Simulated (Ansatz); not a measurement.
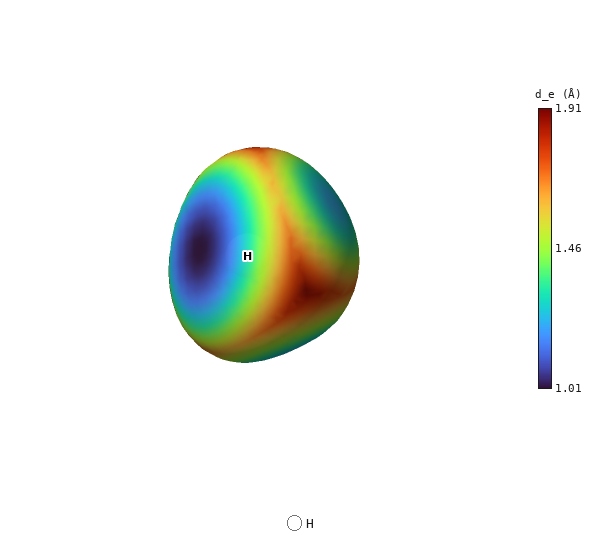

Hirshfeld surface computed for one H atom in NaCuH3 in space group P6_3/mmc, coloured by d_e.

The surface is where the fragment's share of the procrystal density (the sum of the densities of spherically averaged neutral Hartree-Fock atoms) equals one half. d_i and d_e are the distances from the surface to the nearest nucleus inside and outside. X–H bonds are as in the structure, not normalised.

The cell is taken from the input geometry of an electronic-structure calculation (not necessarily at equilibrium); the starting structure was generated, so it need not be a known form of this composition.

Space group P6_3/mmc (No. 194). a = 3.333 Å, b = 3.333 Å, c = 10.369 Å, α = 90.00°, β = 90.00°, γ = 120.00°
```tsv
atom	site	symmetry	x	y	z
Na	2a	-3m.	0.0000	0.0000	0.5000
Cu	2c	-6m2	0.6667	0.3333	0.7500
H	4f	3m.	0.3333	0.6667	0.3982
H	2b	-6m2	0.0000	0.0000	0.2500
```

**What is the shortest distance from the fragment to an atom outside it?**

H–Cu, 1.54 Å.

**How is the surface shared among contacts (nearest atom inside ··· nearest atom outside)?**

H···Na 65 %, H···Cu 35 %. The surface faces 4 neighbours with more than 2 % of its area each: 3 Na + 1 Cu.

**Give the size and shape of the surface.**

It encloses about 3.6 Å³, has an area of about 11 Å² and a globularity of 0.99 (1 for a sphere).
